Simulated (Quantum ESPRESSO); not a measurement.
# Grüneisen parameters and expansion of NaCl (Fm-3m), part 5 of 8

Wanted: mode Grüneisen parameters of NaCl and a free-energy fit over volumes.

Experimental results on record:
- volume expansion coefficient 121.2 1e-6/K near room temperature (given in “Descriptors for thermal expansion in solids”, 2017, arXiv:1701.03966)
- volume expansion coefficient 119.1 1e-6/K and heat capacity C_P per formula unit 50.54 J/mol/K near room temperature (given in “High-Throughput Prediction of Finite-Temperature Properties using the Quasi-Harmonic Approximation”, 2016, arXiv:1603.06924)

Quantum ESPRESSO 7.5; DFT PBEsol, scalar-relativistic, plane waves, GBRV ultrasoft pseudopotentials.

So far. Step 4 (Ground state at this cell): On a basis chosen for the relaxed cell the pressure is -0.16 GPa; this rest, from the change of basis and mesh, shifts the reference volume slightly, and the fit over volumes finds the true minimum. Step 5 (Zone-centre response): The Born charges sum to zero within 0.028 e; the rest is removed before use. Acoustic frequencies in this log differ from zero by the error of the sum rule, which ph.x does not impose.

The database entry behind the starting cell differs from later determinations by our own check (an axis about 0.4 % short against later determinations), so it need not match the best structure at ambient conditions.

### 6. A displaced supercell

System of this step: NaCl. The cell holds 54 atoms: 27 Na and 27 Cl. Its edges and angles: a = 11.831 Å, b = 11.831 Å, c = 11.831 Å, α = 60.0°, β = 60.0°, γ = 60.0°. It derives from NaCl, repeated 3×3×3.

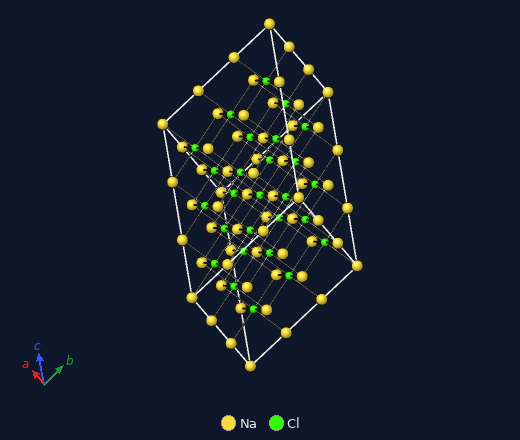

The cell of this step (sodium yellow, chlorine green). Bonds to atoms that aren't drawn are left out. Some periodic images of atoms are drawn too.

Contents of disp-00001.in:

```
 &control
    calculation='scf',
    prefix='x',
    outdir='./tmp',
    pseudo_dir='./pseudo',
    tprnfor=.true.,
    disk_io='none',
 /
 &system
    ibrav=0,
    nat=54,
    ntyp=2,
    ecutwfc=34.0,
    ecutrho=204.0,
    occupations='fixed',
    nbnd=218,
 /
 &electrons
    conv_thr=1.0d-11,
    mixing_beta=0.7,
    electron_maxstep=100,
 /
ATOMIC_SPECIES
 Na     22.9898  Na.upf
 Cl     35.4500  Cl.upf
CELL_PARAMETERS angstrom
     0.000000000    8.365430280    8.365430280
     8.365430280    0.000000000    8.365430280
     8.365430280    8.365430280    0.000000000
ATOMIC_POSITIONS crystal
 Na     0.001690545   0.000000000   0.000000000
 Na     0.333333333   0.000000000   0.000000000
 Na     0.666666667   0.000000000   0.000000000
 Na     0.000000000   0.333333333   0.000000000
 Na     0.333333333   0.333333333   0.000000000
 Na     0.666666667   0.333333333   0.000000000
 Na     0.000000000   0.666666667   0.000000000
 Na     0.333333333   0.666666667   0.000000000
 Na     0.666666667   0.666666667   0.000000000
 Na     0.000000000   0.000000000   0.333333333
 Na     0.333333333   0.000000000   0.333333333
 Na     0.666666667   0.000000000   0.333333333
 Na     0.000000000   0.333333333   0.333333333
 Na     0.333333333   0.333333333   0.333333333
 Na     0.666666667   0.333333333   0.333333333
 Na     0.000000000   0.666666667   0.333333333
 Na     0.333333333   0.666666667   0.333333333
 Na     0.666666667   0.666666667   0.333333333
 Na     0.000000000   0.000000000   0.666666667
 Na     0.333333333   0.000000000   0.666666667
 Na     0.666666667   0.000000000   0.666666667
 Na     0.000000000   0.333333333   0.666666667
 Na     0.333333333   0.333333333   0.666666667
 Na     0.666666667   0.333333333   0.666666667
 Na     0.000000000   0.666666667   0.666666667
 Na     0.333333333   0.666666667   0.666666667
 Na     0.666666667   0.666666667   0.666666667
 Cl     0.166666667   0.166666667   0.166666667
 Cl     0.500000000   0.166666667   0.166666667
 Cl     0.833333333   0.166666667   0.166666667
 Cl     0.166666667   0.500000000   0.166666667
 Cl     0.500000000   0.500000000   0.166666667
 Cl     0.833333333   0.500000000   0.166666667
 Cl     0.166666667   0.833333333   0.166666667
 Cl     0.500000000   0.833333333   0.166666667
 Cl     0.833333333   0.833333333   0.166666667
 Cl     0.166666667   0.166666667   0.500000000
 Cl     0.500000000   0.166666667   0.500000000
 Cl     0.833333333   0.166666667   0.500000000
 Cl     0.166666667   0.500000000   0.500000000
 Cl     0.500000000   0.500000000   0.500000000
 Cl     0.833333333   0.500000000   0.500000000
 Cl     0.166666667   0.833333333   0.500000000
 Cl     0.500000000   0.833333333   0.500000000
 Cl     0.833333333   0.833333333   0.500000000
 Cl     0.166666667   0.166666667   0.833333333
 Cl     0.500000000   0.166666667   0.833333333
 Cl     0.833333333   0.166666667   0.833333333
 Cl     0.166666667   0.500000000   0.833333333
 Cl     0.500000000   0.500000000   0.833333333
 Cl     0.833333333   0.500000000   0.833333333
 Cl     0.166666667   0.833333333   0.833333333
 Cl     0.500000000   0.833333333   0.833333333
 Cl     0.833333333   0.833333333   0.833333333
K_POINTS automatic
 2 2 2 0 0 0
```

Started as:

```sh
$ OMP_NUM_THREADS=1 mpirun -n 4 pw.x -nk 4 -in disp-00001.in > disp-00001.out
```

What it wrote:

```text
[banner, memory and clock lines left out]
Program PWSCF v.7.5

     Message from routine setup:
     using ibrav=0 with symmetry is DISCOURAGED, use correct ibrav instead

     G-vector sticks info

     bravais-lattice index     =            0
     lattice parameter (alat)  =      22.3564  a.u.
     unit-cell volume          =    7901.1708 (a.u.)^3
     number of atoms/cell      =           54
     number of atomic types    =            2
     number of electrons       =       432.00
     number of Kohn-Sham states=          218
     kinetic-energy cutoff     =      34.0000  Ry
     charge density cutoff     =     204.0000  Ry
     scf convergence threshold =      1.0E-11
     mixing beta               =       0.7000
     number of iterations used =            8  plain     mixing
     Exchange-correlation= SLA  PW   PSX  PSC
                           (   1   4  10   8   0   0   0)

     celldm(1)=  22.356414  celldm(2)=   0.000000  celldm(3)=   0.000000
     celldm(4)=   0.000000  celldm(5)=   0.000000  celldm(6)=   0.000000

     crystal axes: (cart. coord. in units of alat)
               a(1) = (   0.000000   0.707107   0.707107 )
               a(2) = (   0.707107   0.000000   0.707107 )
               a(3) = (   0.707107   0.707107   0.000000 )

     reciprocal axes: (cart. coord. in units 2 pi/alat)
               b(1) = ( -0.707107  0.707107  0.707107 )
               b(2) = (  0.707107 -0.707107  0.707107 )
               b(3) = (  0.707107  0.707107 -0.707107 )

     PseudoPot. # 1 for Na read from file:
     ./pseudo/Na.upf
     Pseudo is Ultrasoft, Zval =  9.0
     Using radial grid of  819 points,  5 beta functions with:
                l(1) =   0
                l(2) =   0
                l(3) =   1
                l(4) =   1
                l(5) =   2
     Q(r) pseudized with  8 coefficients,  rinner =    1.250   1.250   1.250
                                                       1.250   1.250

     PseudoPot. # 2 for Cl read from file:
     ./pseudo/Cl.upf
     Pseudo is Ultrasoft + core correction, Zval =  7.0
     Using radial grid of  909 points,  6 beta functions with:
                l(1) =   0
                l(2) =   0
                l(3) =   1
                l(4) =   1
                l(5) =   2
                l(6) =   2
     Q(r) pseudized with  8 coefficients,  rinner =    1.300   1.300   1.300
                                                       1.300   1.300

     atomic species   valence    mass     pseudopotential
     Na                9.00    22.98980     Na( 1.00)
     Cl                7.00    35.45000     Cl( 1.00)

      4 Sym. Ops. (no inversion) found

   Cartesian axes

     site n.     atom                  positions (alat units)
         1        Na     tau(   1) = (   0.0000000   0.0011954   0.0011954  )
         2        Na     tau(   2) = (   0.0000000   0.2357023   0.2357023  )
         3        Na     tau(   3) = (   0.0000000   0.4714045   0.4714045  )
         4        Na     tau(   4) = (   0.2357023   0.0000000   0.2357023  )
         5        Na     tau(   5) = (   0.2357023   0.2357023   0.4714045  )
         6        Na     tau(   6) = (   0.2357023   0.4714045   0.7071068  )
         7        Na     tau(   7) = (   0.4714045   0.0000000   0.4714045  )
         8        Na     tau(   8) = (   0.4714045   0.2357023   0.7071068  )
         9        Na     tau(   9) = (   0.4714045   0.4714045   0.9428090  )
        10        Na     tau(  10) = (   0.2357023   0.2357023   0.0000000  )
        11        Na     tau(  11) = (   0.2357023   0.4714045   0.2357023  )
        12        Na     tau(  12) = (   0.2357023   0.7071068   0.4714045  )
        13        Na     tau(  13) = (   0.4714045   0.2357023   0.2357023  )
        14        Na     tau(  14) = (   0.4714045   0.4714045   0.4714045  )
        15        Na     tau(  15) = (   0.4714045   0.7071068   0.7071068  )
        16        Na     tau(  16) = (   0.7071068   0.2357023   0.4714045  )
[...]
20        Na     tau(  20) = (   0.4714045   0.7071068   0.2357023  )
        21        Na     tau(  21) = (   0.4714045   0.9428090   0.4714045  )
        22        Na     tau(  22) = (   0.7071068   0.4714045   0.2357023  )
        23        Na     tau(  23) = (   0.7071068   0.7071068   0.4714045  )
        24        Na     tau(  24) = (   0.7071068   0.9428090   0.7071068  )
        25        Na     tau(  25) = (   0.9428090   0.4714045   0.4714045  )
        26        Na     tau(  26) = (   0.9428090   0.7071068   0.7071068  )
        27        Na     tau(  27) = (   0.9428090   0.9428090   0.9428090  )
        28        Cl     tau(  28) = (   0.2357023   0.2357023   0.2357023  )
        29        Cl     tau(  29) = (   0.2357023   0.4714045   0.4714045  )
        30        Cl     tau(  30) = (   0.2357023   0.7071068   0.7071068  )
        31        Cl     tau(  31) = (   0.4714045   0.2357023   0.4714045  )
        32        Cl     tau(  32) = (   0.4714045   0.4714045   0.7071068  )
        33        Cl     tau(  33) = (   0.4714045   0.7071068   0.9428090  )
        34        Cl     tau(  34) = (   0.7071068   0.2357023   0.7071068  )
        35        Cl     tau(  35) = (   0.7071068   0.4714045   0.9428090  )
        36        Cl     tau(  36) = (   0.7071068   0.7071068   1.1785113  )
        37        Cl     tau(  37) = (   0.4714045   0.4714045   0.2357023  )
        38        Cl     tau(  38) = (   0.4714045   0.7071068   0.4714045  )
        39        Cl     tau(  39) = (   0.4714045   0.9428090   0.7071068  )
        40        Cl     tau(  40) = (   0.7071068   0.4714045   0.4714045  )
        41        Cl     tau(  41) = (   0.7071068   0.7071068   0.7071068  )
        42        Cl     tau(  42) = (   0.7071068   0.9428090   0.9428090  )
        43        Cl     tau(  43) = (   0.9428090   0.4714045   0.7071068  )
[...]
47        Cl     tau(  47) = (   0.7071068   0.9428090   0.4714045  )
        48        Cl     tau(  48) = (   0.7071068   1.1785113   0.7071068  )
        49        Cl     tau(  49) = (   0.9428090   0.7071068   0.4714045  )
        50        Cl     tau(  50) = (   0.9428090   0.9428090   0.7071068  )
        51        Cl     tau(  51) = (   0.9428090   1.1785113   0.9428090  )
        52        Cl     tau(  52) = (   1.1785113   0.7071068   0.7071068  )
        53        Cl     tau(  53) = (   1.1785113   0.9428090   0.9428090  )
        54        Cl     tau(  54) = (   1.1785113   1.1785113   1.1785113  )

     number of k points=     5
                       cart. coord. in units 2pi/alat
[...]
total energy              =   -3473.05373745 Ry
     estimated scf accuracy    <       0.00570709 Ry

     iteration #  4     ecut=    34.00 Ry     beta= 0.70
     Davidson diagonalization with overlap
     ethr =  1.32E-06,  avg # of iterations =  4.0

     negative rho (up, down):  3.911E-01 0.000E+00

     total energy              =   -3473.05578628 Ry
     estimated scf accuracy    <       0.00208000 Ry

     iteration #  5     ecut=    34.00 Ry     beta= 0.70
     Davidson diagonalization with overlap
     ethr =  4.81E-07,  avg # of iterations =  2.0

     negative rho (up, down):  3.923E-01 0.000E+00

     total energy              =   -3473.05574703 Ry
     estimated scf accuracy    <       0.00035913 Ry

     iteration #  6     ecut=    34.00 Ry     beta= 0.70
     Davidson diagonalization with overlap
     ethr =  8.31E-08,  avg # of iterations =  2.0

     negative rho (up, down):  3.922E-01 0.000E+00

     total energy              =   -3473.05587605 Ry
     estimated scf accuracy    <       0.00003001 Ry

     iteration #  7     ecut=    34.00 Ry     beta= 0.70
     Davidson diagonalization with overlap
     ethr =  6.95E-09,  avg # of iterations =  5.0

     negative rho (up, down):  3.920E-01 0.000E+00

     total energy              =   -3473.05588577 Ry
     estimated scf accuracy    <       0.00000163 Ry

     iteration #  8     ecut=    34.00 Ry     beta= 0.70
     Davidson diagonalization with overlap
     ethr =  3.77E-10,  avg # of iterations =  6.0

     negative rho (up, down):  3.920E-01 0.000E+00

     total energy              =   -3473.05588759 Ry
     estimated scf accuracy    <       0.00000006 Ry

     iteration #  9     ecut=    34.00 Ry     beta= 0.70
     Davidson diagonalization with overlap
     ethr =  1.37E-11,  avg # of iterations =  2.0

     negative rho (up, down):  3.920E-01 0.000E+00

     total energy              =   -3473.05588760 Ry
     estimated scf accuracy    <          2.5E-09 Ry

     iteration # 10     ecut=    34.00 Ry     beta= 0.70
     Davidson diagonalization with overlap
     ethr =  5.81E-13,  avg # of iterations =  4.4

     negative rho (up, down):  3.920E-01 0.000E+00

     total energy              =   -3473.05588760 Ry
     estimated scf accuracy    <          4.1E-09 Ry

     iteration # 11     ecut=    34.00 Ry     beta= 0.70
     Davidson diagonalization with overlap
     ethr =  5.81E-13,  avg # of iterations =  2.0

     negative rho (up, down):  3.920E-01 0.000E+00

     total energy              =   -3473.05588760 Ry
     estimated scf accuracy    <          1.0E-10 Ry

     iteration # 12     ecut=    34.00 Ry     beta= 0.70
     Davidson diagonalization with overlap
     ethr =  1.00E-13,  avg # of iterations =  2.0

     negative rho (up, down):  3.920E-01 0.000E+00

     total energy              =   -3473.05588761 Ry
     estimated scf accuracy    <          3.4E-11 Ry

     iteration # 13     ecut=    34.00 Ry     beta= 0.70
     Davidson diagonalization with overlap
     ethr =  1.00E-13,  avg # of iterations =  1.0

     negative rho (up, down):  3.920E-01 0.000E+00

     End of self-consistent calculation

          k = 0.0000 0.0000 0.0000 ( 26469 PWs)   bands (ev):

   -47.3594 -47.3570 -47.3569 -47.3568 -47.3568 -47.3566 -47.3566 -47.3546
   -47.3544 -47.3543 -47.3543 -47.3542 -47.3541 -47.3541 -47.3540 -47.3540
   -47.3540 -47.3540 -47.3538 -47.3538 -47.3516 -47.3516 -47.3515 -47.3514
   -47.3514 -47.3512 -47.3489 -19.4657 -19.4654 -19.4651 -19.4646 -19.4644
   -19.4642 -19.4634 -19.4632 -19.4607 -19.4604 -19.4601 -19.4601 -19.4601
   -19.4600 -19.4595 -19.4594 -19.4592 -19.4591 -19.4590 -19.4589 -19.4584
   -19.4584 -19.4583 -19.4579 -19.4578 -19.4575 -19.4551 -19.4551 -19.4548
   -19.4546 -19.4545 -19.4545 -19.4545 -19.4540 -19.4540 -19.4534 -19.4533
   -19.4530 -19.4466 -19.4460 -19.4460 -19.4458 -19.4458 -19.4454 -19.4452
   -19.4450 -19.4450 -19.4449 -19.4448 -19.4447 -19.4436 -19.4434 -19.4431
   -19.4429 -19.4428 -19.4427 -19.4426 -19.4422 -19.4420 -19.4419 -19.4415
   -19.4413 -19.4401 -19.4400 -19.4399 -19.4397 -19.4390 -19.4389 -19.4385
   -19.4383 -19.4383 -19.4381 -19.4381 -19.4380 -19.4377 -19.4376 -19.4375
   -19.4374 -19.4359 -19.4355 -19.4351 -11.5237 -11.2489 -11.2451 -11.2450
   -11.2442 -11.2442 -11.2442 -11.2433 -11.2402 -11.1942 -11.1939 -11.1923
   -11.1922 -11.1904 -11.1902 -11.0991 -11.0964 -11.0934 -11.0929 -11.0927
[...]
6.2565   8.1634

          k =-0.3536-0.3536 0.3536 ( 26500 PWs)   bands (ev):

[...]
7.0991   7.0991

          k =-0.7071 0.0000 0.0000 ( 26430 PWs)   bands (ev):

[...]
7.3832   7.3832

          k =-0.3536-0.3536-0.3536 ( 26500 PWs)   bands (ev):

[...]
7.0977   7.1004

          k = 0.0000-0.7071 0.0000 ( 26430 PWs)   bands (ev):

[...]
-0.3582  -0.3575  -0.3569  -0.3564   0.0253   0.0254   0.0263   0.0263
     0.2083   0.2095   0.2096   0.2108   0.3869   0.3875   0.3888   0.3889
     0.3891   0.3892   0.3899   0.3907   0.4231   0.4238   0.4241   0.4249
     0.5226   0.5243   0.5541   0.5542   0.5788   0.5803   0.5813   0.5813
     0.5814   0.5815   0.5825   0.5839   0.7326   0.7340   0.7358   0.7362
     0.7364   0.7368   0.7386   0.7396   0.7904   0.7910   0.7914   0.7929
     0.8107   0.8110   0.8133   0.8133   0.8136   0.8137   0.8160   0.8164
     1.0192   1.0192   1.0207   1.0207   1.0609   1.0611   1.0624   1.0627
     7.3827   7.3838

     highest occupied, lowest unoccupied level (ev):     1.1985    6.2565

!    total energy              =   -3473.05588760 Ry
     estimated scf accuracy    <          4.6E-12 Ry

     The total energy is the sum of the following terms:
     one-electron contribution =   -2169.12358187 Ry
     hartree contribution      =    1210.89035153 Ry
     xc contribution           =    -636.06120811 Ry
     ewald contribution        =   -1878.76144915 Ry

     convergence has been achieved in  13 iterations

     negative rho (up, down):  3.920E-01 0.000E+00

     Forces acting on atoms (cartesian axes, Ry/au):

     atom    1 type  1   force =     0.00000000   -0.00122484   -0.00122484
     atom    2 type  1   force =    -0.00000000    0.00014407    0.00014407
     atom    3 type  1   force =    -0.00000000    0.00014138    0.00014138
     atom    4 type  1   force =     0.00012208   -0.00002828    0.00002085
     atom    5 type  1   force =     0.00000004    0.00002609    0.00002631
     atom    6 type  1   force =    -0.00012140    0.00002106   -0.00002766
     atom    7 type  1   force =     0.00012140   -0.00002766    0.00002106
     atom    8 type  1   force =    -0.00012208    0.00002085   -0.00002828
     atom    9 type  1   force =    -0.00000004    0.00002631    0.00002609
     atom   10 type  1   force =     0.00012208    0.00002085   -0.00002828
     atom   11 type  1   force =     0.00000004    0.00002631    0.00002609
     atom   12 type  1   force =    -0.00012140   -0.00002766    0.00002106
     atom   13 type  1   force =     0.00003420   -0.00000794   -0.00000794
     atom   14 type  1   force =    -0.00003407   -0.00000790   -0.00000790
     atom   15 type  1   force =    -0.00000031    0.00001785    0.00001785
     atom   16 type  1   force =     0.00000000   -0.00010098   -0.00010059
[...]
atom   47 type  2   force =     0.00000000   -0.00005356   -0.00005379
     atom   48 type  2   force =     0.00000000    0.00035808    0.00008519
     atom   49 type  2   force =    -0.00003197   -0.00000047   -0.00002189
     atom   50 type  2   force =     0.00003186   -0.00002165   -0.00000047
     atom   51 type  2   force =     0.00000000    0.00002254    0.00002272
     atom   52 type  2   force =     0.00000227    0.00008403    0.00008403
     atom   53 type  2   force =     0.00005419   -0.00003136   -0.00003136
     atom   54 type  2   force =    -0.00005354   -0.00003112   -0.00003112

     Total force =     0.001990     Total SCF correction =     0.000000
     Message from routine punch:
     Nothing written, as per user request (disk_io='none')
```

Run time: 8.8 min. Hardware: 4 MPI ranks of Intel Xeon 6975P-C (Granite Rapids), shared host.

At this level the gap is 5.06 eV on the k-mesh of the self-consistent run, which can miss the band edges.

### 7. A displaced supercell

One atom (for the harmonic constants) or a pair of atoms (for the cubic ones) is moved by a few hundredths of an ångström; the forces on all atoms give a column of force constants. The threshold is tight because the forces are small.

disp-00002.in, as its differences from disp-00001.in of step 6:

```diff
@@ -30,3 +30,3 @@
 ATOMIC_POSITIONS crystal
- Na     0.001690545   0.000000000   0.000000000
+ Na     0.000000000   0.000000000   0.000000000
  Na     0.333333333   0.000000000   0.000000000
@@ -57,3 +57,3 @@
  Na     0.666666667   0.666666667   0.666666667
- Cl     0.166666667   0.166666667   0.166666667
+ Cl     0.168357212   0.166666667   0.166666667
  Cl     0.500000000   0.166666667   0.166666667
```

Started as:

```sh
$ OMP_NUM_THREADS=1 mpirun -n 4 pw.x -nk 4 -in disp-00002.in > disp-00002.out
```

What it wrote:

```text
[banner, memory and clock lines left out]
Program PWSCF v.7.5

     Message from routine setup:
     using ibrav=0 with symmetry is DISCOURAGED, use correct ibrav instead

     G-vector sticks info

     bravais-lattice index     =            0
     lattice parameter (alat)  =      22.3564  a.u.
     unit-cell volume          =    7901.1708 (a.u.)^3
     number of atoms/cell      =           54
     number of atomic types    =            2
     number of electrons       =       432.00
[...]
atom    1 type  1   force =    -0.00005346   -0.00003129   -0.00003129
     atom    2 type  1   force =     0.00000173    0.00008400    0.00008400
     atom    3 type  1   force =     0.00005427   -0.00003120   -0.00003120
[...]
atom   53 type  2   force =     0.00000012   -0.00000435   -0.00000435
     atom   54 type  2   force =    -0.00001463    0.00000214    0.00000214

     Total force =     0.002287     Total SCF correction =     0.000000
     Message from routine punch:
     Nothing written, as per user request (disk_io='none')
[key lines of the parts left out:]
!    total energy              =   -3473.05588150 Ry
convergence has been achieved in  13 iterations
```

Elapsed: 8.8 min, on 4 MPI ranks.

(Continued in part 6 of 8.)

[Logs are printed without paths, hosts, clocks, repeated set-up lines and the standing remarks that a program may print on its own settings, such as how far it seeks lower states.]

[Hosts, paths, dates, database ids (printed as entryN), source tags and the programs' standing remarks are cut or masked in the printed files.]

[A step with changed settings may run another functional than the one named; its input shows which.]

[Of the runs on displaced cells, only some may be shown.]
